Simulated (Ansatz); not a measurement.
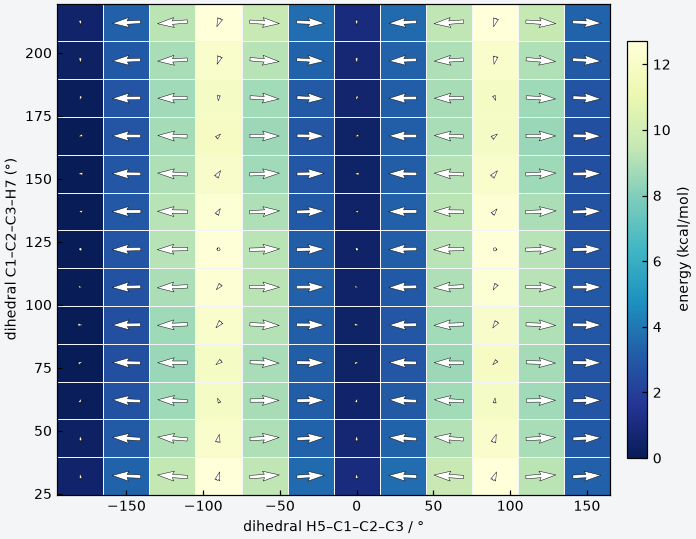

Energy landscape of C₃H₅O, SMILES [CH2]C(C)=O, spin multiplicity 2. The first coordinate is: dihedral H5–C1–C2–C3; the second: dihedral C1–C2–C3–H7. Nothing is relaxed (all other coordinates rigid). The scan uses a 12 × 13 grid. Points are written as (first, second). All energies are given in kcal/mol relative to the lowest grid point. All numbers below come from Ansatz 0.2.0, UKS PBE0-D4/def2-SVP.

The picture shows one coloured cell a grid point, arrows along the force (downhill), their lengths compressed. 

Describe this landscape.

The lowest grid point is at (−180°, 152°). The same energy is found at (−180°, 92°). Other grid points that lie below all their neighbours: (0°, 152°) (0.43 kcal/mol higher); (0°, 92°) (0.43 kcal/mol higher). The highest grid point, (−90°, 212°), lies 12.7 kcal/mol above the lowest.

The input of one point:

```yaml
crystal:
  periodic: [false, false, false]
  atoms:
    - { symbol: C, position_ang: [-0.784658, 1.005811, -0.618684] }
    - { symbol: C, position_ang: [0.08739, -0.137062, -0.566367] }
    - { symbol: C, position_ang: [0.542035, -0.662743, 0.777767] }
    - { symbol: O, position_ang: [0.45876, -0.680332, -1.605166] }
    - { symbol: H, position_ang: [-1.098905, 1.366315, -1.601071] }
    - { symbol: H, position_ang: [-1.137735, 1.517711, 0.279643] }
    - { symbol: H, position_ang: [0.744815, -1.740777, 0.690521] }
    - { symbol: H, position_ang: [1.493603, -0.180392, 1.047514] }
    - { symbol: H, position_ang: [-0.186245, -0.497409, 1.582867] }
magnetization:
  spin_polarized: true
  initial_magnetization: 1
basis:
  gaussian: { orbitals: def2-SVP }
hamiltonian:
  xc: pbe0
  dispersion: d4
output:
  forces: true
```

Each point was launched as `ansatz run input.yaml --threads 1 --pin off --max-ram 2560MiB --backend cpu --events-out ev --progress --plain --runs-dir out`. The whole map (156 points run) took 11 min on 1 thread of Arm Neoverse V2, with other jobs on the host.
